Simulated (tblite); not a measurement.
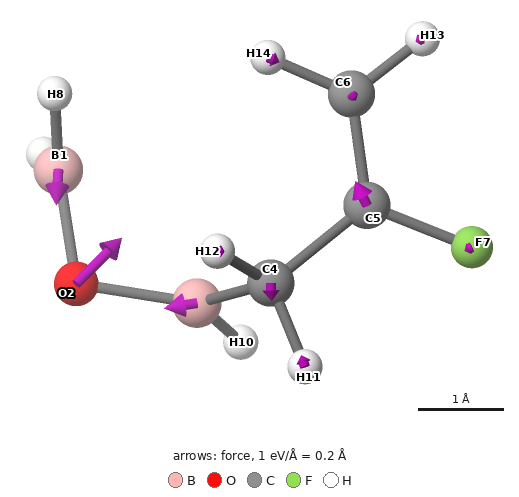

Starting geometry of C3H7B2FO with the computed forces as purple arrows. The picture is a ball-and-stick view, seen at a tilt.

The calculation used tblite 0.8.0, GFN2-xTB geometry optimisation, gas phase. 

Is this structure relaxed? If not, where do the atoms go?

Answer. It isn't relaxed: the largest force vector, on the O atom, is 4.07 eV/Å. The final displacements have little in common with the starting forces (cosine between the two patterns 0.28). The atom that moves furthest after the best rigid fit is an H atom (1.45 Å). Largest moves by element: H 1.45 Å, O 0.83 Å, F 0.80 Å, C 0.24 Å, B 0.23 Å. Among the contacts that change: B–O 1.461 → 1.297 Å, C–H 1.119 → 1.090 Å, C–H 1.094 → 1.073 Å, C–C 1.340 → 1.320 Å. Among the angles between lasting bonds that change: B–O–B 106.3° → 177.5°, C–C–C 121.0° → 128.5°, C–C–F 119.9° → 112.7°. Groups turn about B–C by about 50°, C–C by about 30°. Over 114 geometry steps the energy falls by 41.1 kcal/mol. Cost: 0.92 s on 1 thread of Arm Neoverse N1 (shared host).
